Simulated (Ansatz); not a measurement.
## Geometry relaxation of WH₇F

The run: geometry relaxation of WH₇F. Method and program: RKS PBE0-D4/def2-SVP (Ansatz 0.2.0).

The input holds or restrains some coordinates. Forces given for the steps count only the free coordinates. It belongs to a series of runs on one base structure; here: pulled along the bonds that form and break, towards end B. Figures and captions count atoms from 1; the log counts them from 0 in places.

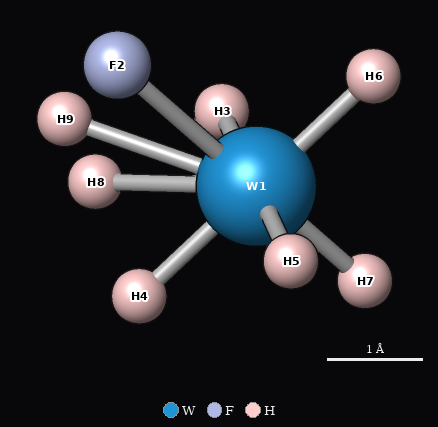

Fig. 1: The input geometry (ball-and-stick view, seen at a tilt; atoms are numbered from 1 in the order of the input). Sticks mark near contacts. Bond lengths as drawn: F–W 2.20 Å and H–W 1.72 to 2.16 Å.

Input file:
```yaml
crystal:
  periodic: [false, false, false]
  atoms:
    - { symbol: W, position_ang: [0.0, 0.0, 0.0] }
    - { symbol: F, position_ang: [0.0, 0.0, 2.2] }
    - { symbol: H, position_ang: [1.72, 0.0, 0.0] }
    - { symbol: H, position_ang: [0.0, 1.72, 0.0] }
    - { symbol: H, position_ang: [-1.72, 0.0, 0.0] }
    - { symbol: H, position_ang: [0.0, -1.72, 0.0] }
    - { symbol: H, position_ang: [0.0, 0.0, -1.72] }
    - { symbol: H, position_ang: [1.3275, 1.3829, 0.637] }
    - { symbol: H, position_ang: [0.9769, 1.0177, 1.6302] }
basis:
  gaussian: { orbitals: def2-SVP }
hamiltonian:
  xc: pbe0
  dispersion: d4
relax:
  f_tol: 0.15
  max_steps: 25
  restrain:
    - { distance: [0, 7], at: 1.72, k: 30.0 }
    - { distance: [8, 1], at: 0.92, k: 30.0 }
    - { distance: [0, 1], at: 3.05, k: 30.0 }
    - { distance: [8, 7], at: 1.86, k: 30.0 }
output:
  orbitals: {}
```

Hardware: 1 thread of Arm Neoverse V2, 24 GiB of memory available, shared host.

Run as:
```bash
ansatz run input.yaml --threads 1 --pin off --max-ram 2048MiB --backend cpu --events-out ev --progress --plain --runs-dir out
```

Output:
```
The last accepted step is kept in [file] (removed where the run ends without a failure and the disk answers)
Engine: ansatz 0.2.0, aarch64-unknown-linux-gnu
Functional definition: PBE0
  parameter a = 0.25
  parameter kappa = 0.804
  parameter beta = 0.06672455060314922
  exchange = (1 - a)*pbe_x(kappa = kappa, mu = beta*pi^2/3) + a*exact_x
  correlation = pbe_c(beta = beta)
889 factors; integrals over basis functions are off by at most 3.8e-4 eV
mean field evaluation 1: about -4639.4491 eV, gradient 3.6e1 eV
mean field evaluation 2: about -4575.1039 eV, gradient 2.0e2 eV
mean field evaluation 4: about -4642.0971 eV, gradient 1.0e1 eV
mean field evaluation 8: about -4642.3073 eV, gradient 1.9e-1 eV
mean field evaluation 16: about -4642.3079 eV, gradient 1.1e-3 eV
mean field -4642.30794162 eV, -170.6016701851 hartree, gradient 2.6e-5 eV, S^2 0.000000; 0 other end points of the search recorded, 0 dependent functions left out
the calculation of the forces begins
reference -4642.30798876 eV, -170.6016719176 hartree; 15, 15 occupied and 66, 66 virtual orbitals, 889 factors
relax step   1: F+E_penalty+E_count = -4642.43489866 eV  Δ(F+E_penalty+E_count) = +0.000e0 eV  max|allowed force component| = 7.022e0 eV/Å  E_restraint = 25.94343560 eV  max|allowed force component, restraints' pulls added| = 2.497e1 eV/Å  Δτ_max = 0.0000 Å  (35 SCF iters, accepted)
  distance W 0 - H 7 = 2.0200 Å
  distance H 8 - F 1 = 1.5214 Å
  distance W 0 - F 1 = 2.2000 Å
  distance H 8 - H 7 = 1.1148 Å
these checks for a lower state are left out or cut short: starts, cluster_reference, orbital_swaps, neighbouring_geometries, increment
889 factors; integrals over basis functions are off by at most 3.3e-4 eV
mean field evaluation 32: about -4642.4025 eV, gradient 2.3e-5 eV
mean field -4642.40252178 eV, -170.6051459421 hartree, gradient 2.4e-5 eV, S^2 0.000000; 0 other end points of the search recorded, 0 dependent functions left out
the calculation of the forces begins
reference -4642.40256867 eV, -170.6051476652 hartree; 15, 15 occupied and 66, 66 virtual orbitals, 889 factors
relax step   2: F+E_penalty+E_count = -4642.52782474 eV  Δ(F+E_penalty+E_count) = -9.293e-2 eV  max|allowed force component| = 2.615e0 eV/Å  E_restraint = 12.38918362 eV  max|allowed force component, restraints' pulls added| = 1.814e1 eV/Å  Δτ_max = 0.1967 Å  (61 SCF iters, accepted)
  distance W 0 - H 7 = 1.9312 Å
  distance H 8 - F 1 = 1.3003 Å
  distance W 0 - F 1 = 2.3983 Å
  distance H 8 - H 7 = 1.3996 Å
these checks for a lower state are left out or cut short: starts, cluster_reference, orbital_swaps, neighbouring_geometries, increment
890 factors; integrals over basis functions are off by at most 4.5e-4 eV
mean field -4643.97781708 eV, -170.6630369764 hartree, gradient 2.1e-5 eV, S^2 0.000000; 0 other end points of the search recorded, 0 dependent functions left out
the calculation of the forces begins
reference -4643.97786252 eV, -170.6630386464 hartree; 15, 15 occupied and 66, 66 virtual orbitals, 890 factors
relax step   3: F+E_penalty+E_count = -4644.10106733 eV  Δ(F+E_penalty+E_count) = -1.573e0 eV  max|allowed force component| = 4.479e0 eV/Å  E_restraint = 3.64967713 eV  max|allowed force component, restraints' pulls added| = 1.007e1 eV/Å  Δτ_max = 0.1947 Å  (48 SCF iters, accepted)
  distance W 0 - H 7 = 1.8606 Å
  distance H 8 - F 1 = 1.0567 Å
  distance W 0 - F 1 = 2.6471 Å
  distance H 8 - H 7 = 1.6539 Å
these checks for a lower state are left out or cut short: starts, cluster_reference, orbital_swaps, neighbouring_geometries, increment
889 factors; integrals over basis functions are off by at most 9.8e-4 eV
mean field -4645.52835773 eV, -170.7200182942 hartree, gradient 2.0e-5 eV, S^2 0.000000; 0 other end points of the search recorded, 0 dependent functions left out
the calculation of the forces begins
reference -4645.52840072 eV, -170.7200198744 hartree; 15, 15 occupied and 66, 66 virtual orbitals, 889 factors
relax step   4: F+E_penalty+E_count = -4645.64995538 eV  Δ(F+E_penalty+E_count) = -1.549e0 eV  max|allowed force component| = 4.485e0 eV/Å  E_restraint = 0.31305116 eV  max|allowed force component, restraints' pulls added| = 4.934e0 eV/Å  Δτ_max = 0.1946 Å  (38 SCF iters, accepted)
  distance W 0 - H 7 = 1.7610 Å
  distance H 8 - F 1 = 0.8995 Å
  distance W 0 - F 1 = 2.9133 Å
  distance H 8 - H 7 = 1.8509 Å
these checks for a lower state are left out or cut short: starts, cluster_reference, orbital_swaps, neighbouring_geometries, increment
889 factors; integrals over basis functions are off by at most 1.0e-3 eV
mean field -4646.76208747 eV, -170.7653570259 hartree, gradient 2.9e-5 eV, S^2 0.000000; 0 other end points of the search recorded, 0 dependent functions left out
the calculation of the forces begins
reference -4646.76212861 eV, -170.7653585378 hartree; 15, 15 occupied and 66, 66 virtual orbitals, 889 factors
relax step   5: F+E_penalty+E_count = -4646.88334283 eV  Δ(F+E_penalty+E_count) = -1.233e0 eV  max|allowed force component| = 4.224e0 eV/Å  E_restraint = 0.02935654 eV  max|allowed force component, restraints' pulls added| = 3.165e0 eV/Å  Δτ_max = 0.1948 Å  (32 SCF iters, accepted)
  distance W 0 - H 7 = 1.7282 Å
  distance H 8 - F 1 = 0.9045 Å
  distance W 0 - F 1 = 3.0109 Å
  distance H 8 - H 7 = 1.8709 Å
these checks for a lower state are left out or cut short: starts, cluster_reference, orbital_swaps, neighbouring_geometries, increment
890 factors; integrals over basis functions are off by at most 5.2e-4 eV
mean field -4647.60423661 eV, -170.7963054360 hartree, gradient 3.8e-5 eV, S^2 0.000000; 0 other end points of the search recorded, 0 dependent functions left out
the calculation of the forces begins
reference -4647.60427680 eV, -170.7963069131 hartree; 15, 15 occupied and 66, 66 virtual orbitals, 890 factors
relax step   6: F+E_penalty+E_count = -4647.72600722 eV  Δ(F+E_penalty+E_count) = -8.427e-1 eV  max|allowed force component| = 7.879e-1 eV/Å  E_restraint = 0.00789855 eV  max|allowed force component, restraints' pulls added| = 7.696e-1 eV/Å  Δτ_max = 0.1972 Å  (30 SCF iters, accepted)
  distance W 0 - H 7 = 1.7052 Å
  distance H 8 - F 1 = 0.9269 Å
  distance W 0 - F 1 = 3.0578 Å
  distance H 8 - H 7 = 1.8741 Å
these checks for a lower state are left out or cut short: starts, cluster_reference, orbital_swaps, neighbouring_geometries, increment
890 factors; integrals over basis functions are off by at most 6.3e-4 eV
mean field evaluation 64: about -4647.7362 eV, gradient 7.0e-1 eV
mean field -4647.73967097 eV, -170.8012825570 hartree, gradient 2.6e-5 eV, S^2 0.000000; 0 other end points of the search recorded, 0 dependent functions left out
the calculation of the forces begins
reference -4647.73971059 eV, -170.8012840130 hartree; 15, 15 occupied and 66, 66 virtual orbitals, 890 factors
relax step   7: F+E_penalty+E_count = -4647.86112731 eV  Δ(F+E_penalty+E_count) = -1.351e-1 eV  max|allowed force component| = 9.237e-1 eV/Å  E_restraint = 0.01834376 eV  max|allowed force component, restraints' pulls added| = 7.878e-1 eV/Å  Δτ_max = 0.1762 Å  (30 SCF iters, accepted)
  distance W 0 - H 7 = 1.7067 Å
  distance H 8 - F 1 = 0.9389 Å
  distance W 0 - F 1 = 3.0443 Å
  distance H 8 - H 7 = 1.8856 Å
these checks for a lower state are left out or cut short: starts, cluster_reference, orbital_swaps, neighbouring_geometries, increment
890 factors; integrals over basis functions are off by at most 6.1e-4 eV
mean field -4647.76162001 eV, -170.8020891693 hartree, gradient 1.1e-5 eV, S^2 0.000000; 0 other end points of the search recorded, 0 dependent functions left out
the calculation of the forces begins
reference -4647.76165954 eV, -170.8020906223 hartree; 15, 15 occupied and 66, 66 virtual orbitals, 890 factors
relax step   8: F+E_penalty+E_count = -4647.88309078 eV  Δ(F+E_penalty+E_count) = -2.196e-2 eV  max|allowed force component| = 3.587e-1 eV/Å  E_restraint = 0.00297889 eV  max|allowed force component, restraints' pulls added| = 1.433e-1 eV/Å  Δτ_max = 0.0606 Å  (30 SCF iters, accepted)
```

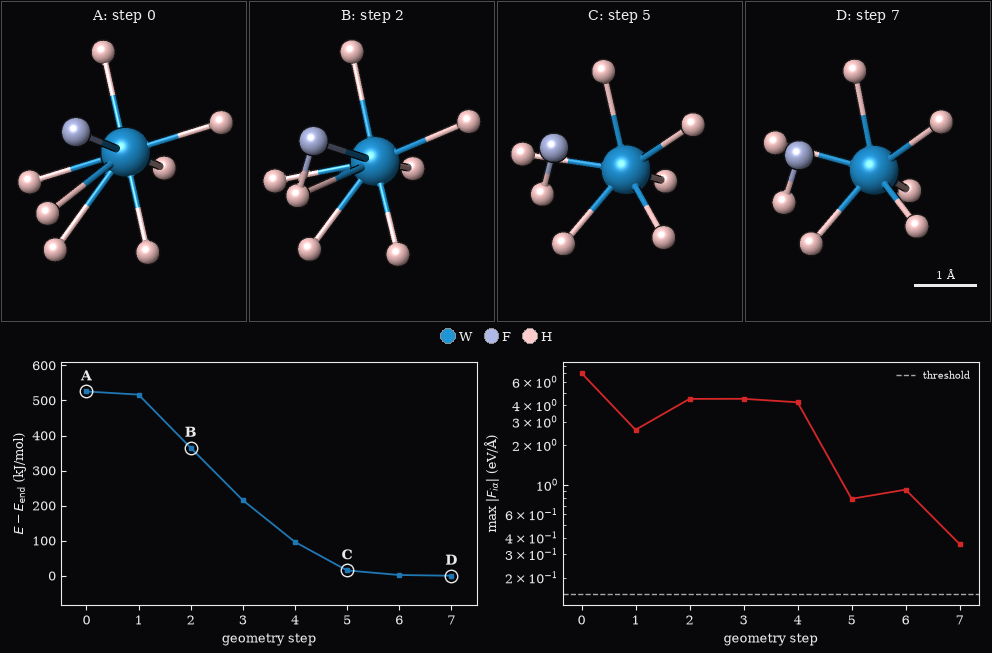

Fig. 2: Frames of the restrained relaxation (ball-and-stick view, seen at a tilt) above the curves, on which the letters mark them (the first geometry is step 0 here and step 1 in the log).

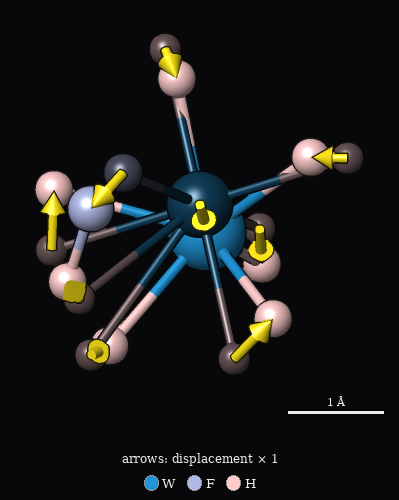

Fig. 3: Start (faint) and end (solid) with the displacements as yellow arrows, at true length (ball-and-stick view, seen at a tilt). The two geometries are laid on each other by the best rigid fit. The atom that moves furthest after the best rigid fit is H4 (0.67 Å). By element the largest moves are H 0.67 Å, F 0.58 Å, W 0.57 Å. Among the contacts that change: W1–F2 2.200 → 3.044 Å, W1–H9 2.156 → 2.803 Å, F2–H9 1.521 → 0.923 Å, W1–H8 2.020 → 1.708 Å. New bonds form: F2–H9 (1.52 → 0.92 Å). Bonds break: W1–F2 (2.20 → 3.04 Å), W1–H9 (2.16 → 2.80 Å). Among the angles that change: H3–W1–H5 180.0° → 118.5°, H3–W1–H4 90.0° → 120.8°, H3–W1–H6 90.0° → 63.4°. After 7 geometry steps the energy has fallen by 525.7 kJ/mol. Largest force component: 7 eV/Å at the start, 0.36 eV/Å at the end. (Atoms are counted from 1 in the order of the input.)

```
  distance W 0 - H 7 = 1.7079 Å
  distance H 8 - F 1 = 0.9230 Å
  distance W 0 - F 1 = 3.0439 Å
  distance H 8 - H 7 = 1.8575 Å
890 factors; integrals over basis functions are off by at most 6.1e-4 eV
mean field -4647.76162001 eV, -170.8020891693 hartree, gradient 1.1e-5 eV, S^2 0.000000; 1 other end points of the search recorded, 0 dependent functions left out
the calculation of the forces begins
reference -4647.76165954 eV, -170.8020906223 hartree; 15, 15 occupied and 66, 66 virtual orbitals, 890 factors
Total energy: -4647.88313032 eV, -170.8065545908 hartree
Atom 0 at     0.170018     0.178346    -0.519280 Å, force     0.198641     0.195718     0.358745 eV/Å
Atom 1 at     0.323110     0.342821     2.516295 Å, force    -0.209822    -0.209128    -0.034551 eV/Å
Atom 2 at     1.474882    -0.566430     0.211574 Å, force     0.013770     0.004584     0.010542 eV/Å
Atom 3 at    -0.587997     1.479644     0.203612 Å, force    -0.007378     0.010523     0.007771 eV/Å
Atom 4 at    -1.356027    -0.100580     0.098445 Å, force     0.001845     0.002003    -0.018820 eV/Å
Atom 5 at    -0.094669    -1.347244     0.106292 Å, force    -0.002512     0.005407    -0.023034 eV/Å
Atom 6 at     0.245243     0.246282    -2.239590 Å, force    -0.012530    -0.011976    -0.019021 eV/Å
Atom 7 at     1.225995     1.252406     0.285924 Å, force    -0.194666    -0.207862    -0.135145 eV/Å
Atom 8 at     0.903845     0.915356     2.083927 Å, force     0.212652     0.210730    -0.146487 eV/Å
Dipole moment:     0.171755     0.168094    -0.387248 e Å
```

Trajectory as extended XYZ (Å, eV, eV/Å), 8 frames, from step=1 to step=8:
```
9
Properties=species:S:1:pos:R:3:forces:R:3 step=1 energy=-4642.43490
W     0.0000    0.0000    0.0000    1.4571   1.2390   7.0221
F     0.0000    0.0000    2.2000    0.4845   0.5361  -1.8202
H     1.7200    0.0000    0.0000    1.9556  -0.9127  -1.2281
H     0.0000    1.7200    0.0000   -1.0074   2.0069  -1.2690
H    -1.7200    0.0000    0.0000   -1.1166  -0.1674  -1.0185
H     0.0000   -1.7200    0.0000   -0.2515  -1.0696  -1.0396
H     0.0000    0.0000   -1.7200    0.1579   0.1534   0.2323
H     1.3275    1.3829    0.6370   -1.0213  -1.0151   0.8271
H     0.9769    1.0177    1.6302   -0.6582  -0.7706  -1.7062
9
Properties=species:S:1:pos:R:3:forces:R:3 step=2 energy=-4642.52783
W     0.0459    0.0456   -0.0772    1.2767   1.1550   1.0793
F     0.0617    0.0646    2.3210    2.4715   2.5952  -2.6151
H     1.7410   -0.0084   -0.0125    1.9066  -1.3653   0.3105
H    -0.0093    1.7414   -0.0129   -1.3890   1.9598   0.2081
H    -1.7265   -0.0012   -0.0104   -0.1267  -0.7856   0.4552
H    -0.0020   -1.7261   -0.0106   -0.8212  -0.0919   0.3552
H     0.0018    0.0018   -1.7237    0.1918   0.1889  -1.0205
H     1.3176    1.3730    0.5147   -1.3688  -1.3650   0.2931
H     0.8742    0.9100    1.7588   -2.1410  -2.2912   0.9342
9
Properties=species:S:1:pos:R:3:forces:R:3 step=3 energy=-4644.10107
W     0.0918    0.0919   -0.2419    1.3787   1.3173   0.5066
F     0.1374    0.1437    2.4043    2.4967   2.6020  -2.5304
H     1.7618   -0.0280    0.0046    0.7671  -1.6526   1.3631
H    -0.0286    1.7629    0.0025   -1.6954   0.8363   1.3179
H    -1.7199   -0.0157    0.0081    1.0652  -0.5068   1.0902
H    -0.0165   -1.7191    0.0060   -0.5289   1.0617   1.0384
H     0.0040    0.0039   -1.7568   -0.1008  -0.1055  -4.4792
H     1.2932    1.3485    0.4210   -1.1838  -1.2436  -0.5860
H     0.7813    0.8126    1.8995   -2.1988  -2.3088   2.2792
9
Properties=species:S:1:pos:R:3:forces:R:3 step=4 energy=-4645.64995
W     0.1480    0.1482   -0.4195   -0.0180   0.0229   3.1993
F     0.1959    0.2047    2.4928   -1.0855  -1.1255   0.5114
H     1.7623   -0.0880    0.0718   -0.2469  -1.2309   0.7095
H    -0.0905    1.7654    0.0697   -1.2803  -0.2334   0.6937
H    -1.6608   -0.0238    0.0539    1.9238  -0.0152   0.3560
H    -0.0250   -1.6610    0.0515   -0.0168   1.9168   0.3419
H    -0.0013   -0.0015   -1.9255   -0.0622  -0.0721  -4.4853
H     1.2486    1.3000    0.3309   -0.4749  -0.5623  -0.7547
H     0.7273    0.7566    2.0216    1.2608   1.2997  -0.5719
9
Properties=species:S:1:pos:R:3:forces:R:3 step=5 energy=-4646.88334
W     0.1720    0.1732   -0.5082   -0.3985  -0.3075   4.2241
F     0.2125    0.2226    2.5020   -0.8487  -0.8757   0.4328
H     1.7088   -0.2641    0.1337   -0.7484  -0.6157  -0.0250
H    -0.2680    1.7131    0.1308   -0.6728  -0.7663  -0.0388
H    -1.5210   -0.0358    0.1163    1.6627   0.1067  -0.1878
H    -0.0370   -1.5214    0.1113    0.1115   1.6570  -0.1714
H     0.0567    0.0552   -2.0700    0.1295   0.1212  -3.0993
H     1.2293    1.2785    0.2964   -0.2142  -0.3234  -0.6128
H     0.7512    0.7792    2.0349    0.9789   1.0035  -0.5217
9
Properties=species:S:1:pos:R:3:forces:R:3 step=6 energy=-4647.72601
W     0.1663    0.1715   -0.5098    0.7526   0.7879   0.7416
F     0.2392    0.2494    2.5461   -0.0378  -0.0362  -0.2460
H     1.6148   -0.4237    0.1533   -0.5208  -0.2431  -0.0158
H    -0.4404    1.6188    0.1473   -0.2598  -0.5373  -0.0234
H    -1.3533   -0.0484    0.1367    0.0039  -0.0980   0.2284
H    -0.0494   -1.3511    0.1348   -0.0867   0.0260   0.2367
H     0.1223    0.1212   -2.1859    0.1235   0.1259  -0.7431
H     1.2220    1.2536    0.2789   -0.1199  -0.1702  -0.2602
H     0.7828    0.8092    2.0457    0.1449   0.1449   0.0819
9
Properties=species:S:1:pos:R:3:forces:R:3 step=7 energy=-4647.86113
W     0.1697    0.1770   -0.5388    0.4273   0.4535   0.9237
F     0.2800    0.3031    2.5009    0.4105   0.3984  -0.4108
H     1.5145   -0.5542    0.1697   -0.1954   0.1000  -0.0765
H    -0.5823    1.5155    0.1622    0.1259  -0.1974  -0.0838
H    -1.3261   -0.0800    0.1375   -0.1420  -0.0845  -0.0717
H    -0.0774   -1.3193    0.1413   -0.0740  -0.1379  -0.0753
H     0.2156    0.2180   -2.2570   -0.0053  -0.0069  -0.1023
H     1.2150    1.2329    0.3009   -0.1407  -0.1289  -0.3241
H     0.8954    0.9077    2.1306   -0.4063  -0.3964   0.2209
9
Properties=species:S:1:pos:R:3:forces:R:3 step=8 energy=-4647.88309
W     0.1700    0.1783   -0.5193    0.1986   0.1957   0.3587
F     0.3231    0.3428    2.5163   -0.2098  -0.2091  -0.0346
H     1.4749   -0.5664    0.2116    0.0138   0.0046   0.0105
H    -0.5880    1.4796    0.2036   -0.0074   0.0105   0.0078
H    -1.3560   -0.1006    0.0984    0.0018   0.0020  -0.0188
H    -0.0947   -1.3472    0.1063   -0.0025   0.0054  -0.0230
H     0.2452    0.2463   -2.2396   -0.0125  -0.0120  -0.0190
H     1.2260    1.2524    0.2859   -0.1947  -0.2079  -0.1351
H     0.9038    0.9154    2.0839    0.2127   0.2107  -0.1465
```

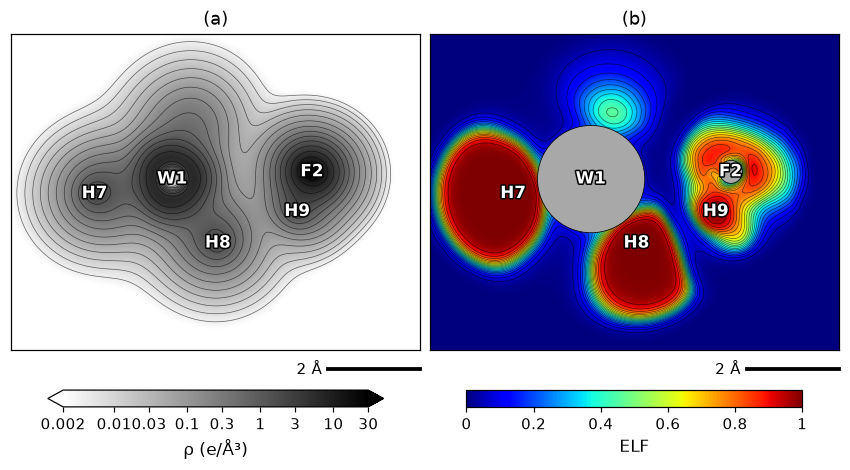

Fig. 4: (a) total electron density; (b) ELF on the plane of atoms H7, W1 and H8. Grey discs, where drawn, cover atomic cores. W1···F2 (3.04 Å): ρ is about 0.07 e/Å³ halfway; the ELF is only about 0 between them.

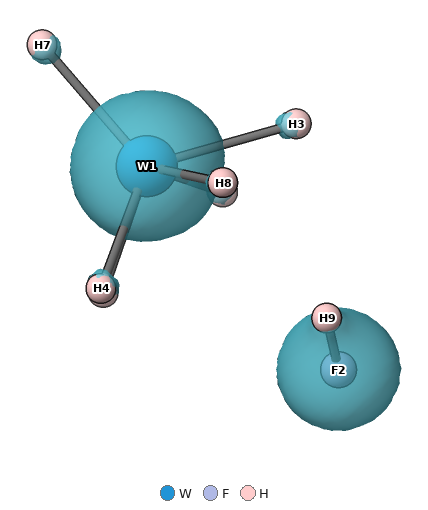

Fig. 5: Isosurface of the total electron density at 1.5 e/Å³ (cyan), seen at an oblique angle. At this value the surface falls into eight separate pieces. It is pinched off along the W···F (3.04 Å) and W–H (1.67 Å) contacts. On the grid the lowest density along these lines, outside the cores, is 0.06 e/Å³ (W···F, 3.04 Å), 2.4 e/Å³ (F–H, 0.92 Å) and 0.98 e/Å³ (W–H, 1.67 Å).

Results in brief:

| quantity | value |
| --- | --- |
| outcome | converged under the restraints of the input |
| total energy | −4647.8831 eV |
| mean-field energy | −4647.7617 eV |
| largest force (length of the vector) at the end, held atoms and coordinates included | 0.454 eV/Å |
| wall time | 25 s |
| peak memory | 0.15 GiB |
